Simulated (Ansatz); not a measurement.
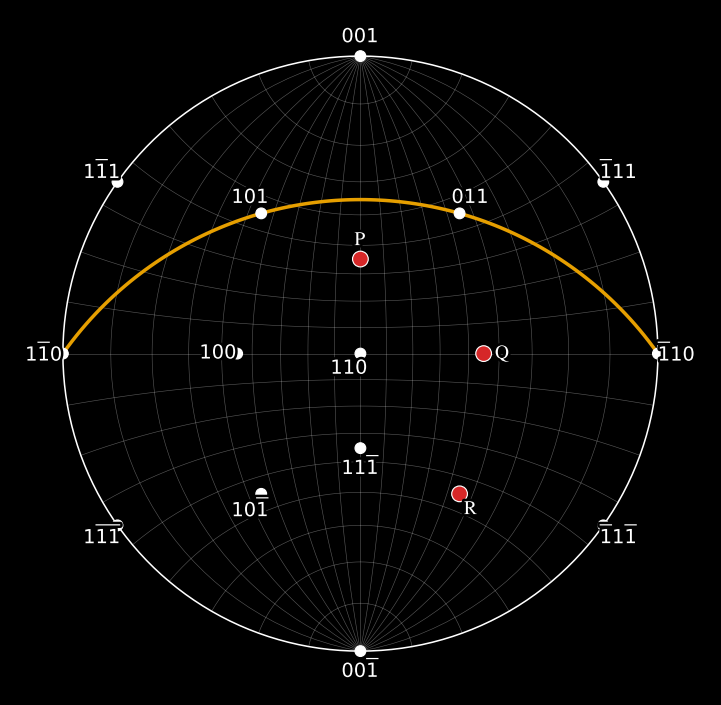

Stereographic projection of plane normals (upper hemisphere) centred on (1 1 0). Crystal: Ni, the input geometry of an electronic-structure calculation (not necessarily at equilibrium). Symmetry computed with spglib at a tolerance of 0.002 Å; standard conventional cell.

a = 3.450 Å, b = 3.450 Å, c = 3.450 Å, α = 90.00°, β = 90.00°, γ = 90.00°.

Question: Index the poles marked P, Q, R.

Answer: P is (1 1 1), 35.3° from the centre; Q is (0 1 0), 45.0° from the centre; R is (0 1 −1), 60.0° from the centre.

Question: Which zone does the coloured great circle trace?

Answer: The zone [1 1 −1]: its poles satisfy h + k − l = 0.

Question: What is the angle between the normals of (1 −1 1) and (1 0 1), and what are their d_hkl = 1/|g|?

Answer: 35.3°; d = 1.992 Å and 2.440 Å.
